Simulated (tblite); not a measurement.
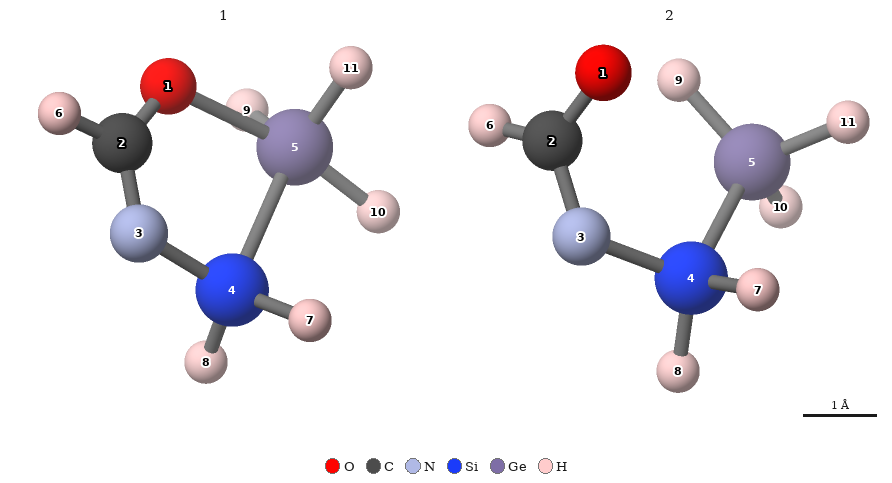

Two geometries of CH$_{6}$GeNOSi (multiplicity 2), drawn at one scale. One is the start of a relaxation, the other its converged end. Style: ball-and-stick. Shown at a tilt.

These are results of GFN2-xTB geometry optimisation, gas phase (tblite 0.8.0), not measurements. 

> Which one is relaxed?

Structure 1 is the relaxed one. The energy falls by 1.789 eV in 99 geometry steps. The atom that moves furthest after the best rigid fit is H6 (1.26 Å). By element the largest moves are H 1.26 Å, O 1.10 Å, Ge 0.30 Å, C 0.25 Å, Si 0.25 Å, N 0.08 Å. Some distances before and after: O1–Ge5 3.320 → 2.223 Å, C2–Ge5 3.333 → 2.994 Å, Si4–Ge5 2.293 → 2.506 Å, C2–N3 1.416 → 1.292 Å. New bonds form, among them: O1–Ge5 (3.32 → 2.22 Å). Bond angles that change, for instance: Si4–Ge5–H10 110.5° → 90.0°, Si4–Ge5–H9 108.9° → 122.4°, Si4–Ge5–H11 109.3° → 122.8°. Groups turn about C2–N3 by about 65°. Cost: 0.91 s on 1 thread of Intel(R) Xeon(R) Platinum 8259CL CPU @ 2.50GHz, on a shared host.
